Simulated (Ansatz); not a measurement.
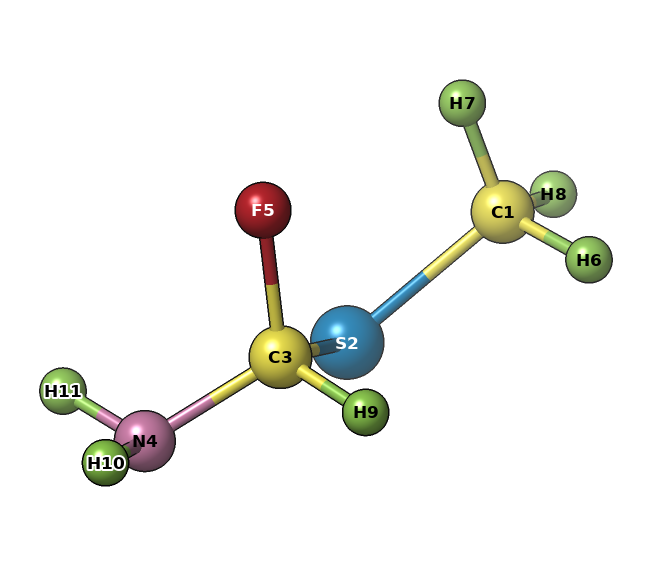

S2 lies behind C3. The molecule seen a little off the C3–S2 bond, C3 in front. Distant atoms are faded towards the background colour. Computed geometry: PBE0-D4/def2-TZVP optimisation. No frequency run is at hand to confirm it as a minimum.

Question: What is the torsion angle F5–C3–S2–C1? The sign is positive where the front bond must turn clockwise to cover the back bond.

Answer: 49°, synclinal (gauche).
